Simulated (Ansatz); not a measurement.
# C2H5FS: rigid scan of one bond length

How does the energy of C2H5FS change as one bond is stretched? Wanted for C2H5FS: a rigid scan of one bond length. SMILES: CSCF.

Computed with Ansatz 0.2.0, driven from Python. Level of theory: r2SCAN+D4/def2-SVP.

## Step 1: Starting point

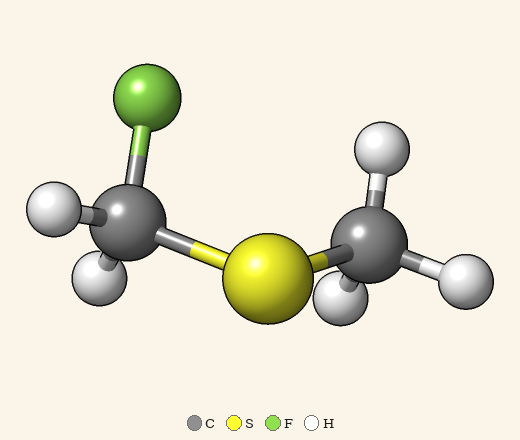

The starting structure, viewed from a chosen angle; carbon grey, sulfur yellow, fluorine green, hydrogen white.

The script holds or builds the structure itself.

## Step 2: The code

scan_c2h5fs.py

```python
'''Stretching a bond of C2H5FS, the rest held rigid.'''

import ansatz as az
import matplotlib.pyplot as plt
import numpy as np

BASIS = 'def2-SVP'
FUNCTIONAL = 'r2scan'
DISPERSION = 'd4'


def main() -> None:
    molecule = (
        az.Crystal.molecule()
        .atom('C', (-0.5438, 1.0043, 0.6378))
        .atom('S', (-0.0593, 0.6381, -1.0515))
        .atom('C', (0.5052, -1.0316, -0.7466))
        .atom('F', (1.4493, -1.0234, 0.3327))
        .atom('H', (-1.3389, 0.3251, 0.9553))
        .atom('H', (0.2591, 1.0705, 1.31))
        .atom('H', (-1.0144, 2.0483, 0.6304))
        .atom('H', (1.1256, -1.3904, -1.6069))
        .atom('H', (-0.2944, -1.6873, -0.4784))
    )

    symbols = [site.symbol for site in molecule.cartesian_sites]
    start = np.array([site.position_ang for site in molecule.cartesian_sites])
    axis = (start[3] - start[2]) / np.linalg.norm(start[3] - start[2])
    moving = [3]
    lengths, energies = [1.22, 1.32, 1.43, 1.58, 1.79, 2.15, 2.58, 3.15], []
    for length in lengths:
        xyz = start.copy()
        xyz[moving] += (length - np.linalg.norm(start[3] - start[2])) * axis
        point = az.Crystal.molecule()
        for symbol, xyz in zip(symbols, xyz):
            point = point.atom(symbol, xyz.tolist())
        base = (
            point.calculation()
            .basis(gaussian=BASIS)
            .functional(FUNCTIONAL, dispersion=DISPERSION)
            .spin('collinear')
        )
        report = base.run().report
        energies.append(report['free_energy_ev'])
        print(f'r = {length:6.3f} A  E = {energies[-1]:.5f} eV  <S^2> = {abs(report["mean_field"]["state"]["spin_squared"]):.3f}')

    print('energy above the lowest point (eV):', [round(e - min(energies), 3) for e in energies])
    plt.figure(figsize=(4.5, 3))
    plt.plot(lengths, np.array(energies) - min(energies), 'o-')
    plt.xlabel('bond length (A)')
    plt.ylabel('E - E(min) (eV)')
    plt.tight_layout()
    plt.savefig('scan.png', dpi=100)


if __name__ == '__main__':
    main()
```

## Step 3: What the engine is handed

The engine receives this input (first run):

```yaml
crystal:
  periodic: [false, false, false]
  atoms:
    - { symbol: C, position_ang: [-0.5438, 1.0043, 0.6378] }
    - { symbol: S, position_ang: [-0.0593, 0.6381, -1.0515] }
    - { symbol: C, position_ang: [0.5052, -1.0316, -0.7466] }
    - { symbol: F, position_ang: [1.3084239427012576, -1.0246235818979448, 0.171649763115631] }
    - { symbol: H, position_ang: [-1.3389, 0.3251, 0.9553] }
    - { symbol: H, position_ang: [0.2591, 1.0705, 1.31] }
    - { symbol: H, position_ang: [-1.0144, 2.0483, 0.6304] }
    - { symbol: H, position_ang: [1.1256, -1.3904, -1.6069] }
    - { symbol: H, position_ang: [-0.2944, -1.6873, -0.4784] }
basis:
  gaussian:
    orbitals: def2-SVP
hamiltonian:
  xc: r2scan
  dispersion: d4
magnetization:
  spin_polarized: true
```

## Step 4: Running it

Run with:

```
$ python scan_c2h5fs.py
```

Log:

```text
r =  1.220 A  E = -15696.19643 eV  <S^2> = 0.000
r =  1.320 A  E = -15696.80916 eV  <S^2> = 0.000
r =  1.430 A  E = -15696.89707 eV  <S^2> = 0.000
r =  1.580 A  E = -15696.53977 eV  <S^2> = 0.000
r =  1.790 A  E = -15695.72951 eV  <S^2> = 0.000
r =  2.150 A  E = -15694.36926 eV  <S^2> = 0.000
r =  2.580 A  E = -15693.35293 eV  <S^2> = 0.434
r =  3.150 A  E = -15692.79377 eV  <S^2> = 0.689
energy above the lowest point (eV): [0.701, 0.088, 0.0, 0.357, 1.168, 2.528, 3.544, 4.103]
```

Run time: 71 s. Hardware: 1 thread of Intel Xeon 6975P-C (Granite Rapids), shared host; peak memory 0.34 GiB.

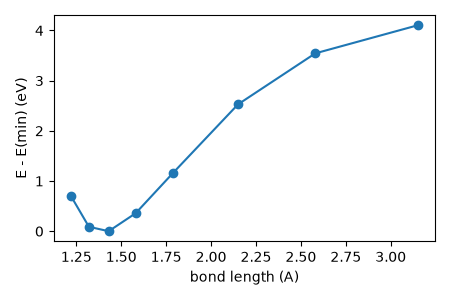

The script's own figure, scan.png.

## Step 5: What changed from run to run

The engine's inputs for some of the other runs:

Run 2, against run 1:

```diff
@@ -7 +7 @@
-    - { symbol: F, position_ang: [1.3084239427012576, -1.0246235818979448, 0.171649763115631] }
+    - { symbol: F, position_ang: [1.3742619707915247, -1.0240517443485961, 0.24691613714150246] }
```

Run 3, against run 1:

```diff
@@ -7 +7 @@
-    - { symbol: F, position_ang: [1.3084239427012576, -1.0246235818979448, 0.171649763115631] }
+    - { symbol: F, position_ang: [1.4466838016908181, -1.0234227230443125, 0.32970914856996086] }
```

Run 7, against run 1:

```diff
@@ -7 +7 @@
-    - { symbol: F, position_ang: [1.3084239427012576, -1.0246235818979448, 0.171649763115631] }
+    - { symbol: F, position_ang: [2.203821124728889, -1.0168465912268014, 1.195272449867482] }
```

## Step 6: What each run gave

One row for each of the 8 runs:

| run | distance (Å) | energy from run 3 (eV) | <S²> | SCF cycles | CPU time (s) |
| --- | --- | --- | --- | --- | --- |
| 1 | 1.22 | 0.7006 | 0.00 | 15 | 5.4 |
| 2 | 1.32 | 0.0879 | 0.00 | 15 | 3.2 |
| 3 | 1.43 | 0.0000 | 0.00 | 17 | 3.5 |
| 4 | 1.58 | 0.3573 | 0.00 | 16 | 3.4 |
| 5 | 1.79 | 1.1676 | 0.00 | 15 | 3.4 |
| 6 | 2.15 | 2.5278 | 0.00 | 31 | 8.7 |
| 7 | 2.58 | 3.5441 | 0.43 | 64 | 16 |
| 8 | 3.15 | 4.1033 | 0.69 | 128 | 25 |

## Step 7: Results

| quantity | value |
| --- | --- |
| runs compared | 8 |
| range of energy | 4.103 eV |
| lowest point, distance (Å) | 1.43 |

What this shows: The curve has its lowest point inside the range, at 1.43. The ends stand 0.701 and 4.1 eV above it. The distance scanned is the script's pair 2, 3. <S²> moves from 0.00 to 0.69: along the scan the mean field breaks spin symmetry. The dearest, run 8 (distance 3.15), took some 7.8 times as long as run 2 (distance 1.32). Notes:
- Total energies depend on the basis set; only differences at equal settings carry meaning.
- The rest of the molecule is held rigid at a force-field or estimated start geometry, and the basis set is modest; single-reference methods fail as a bond breaks.
- The expectation value of S² is noticeably off S(S+1) in at least one run, so that state is spin-contaminated.
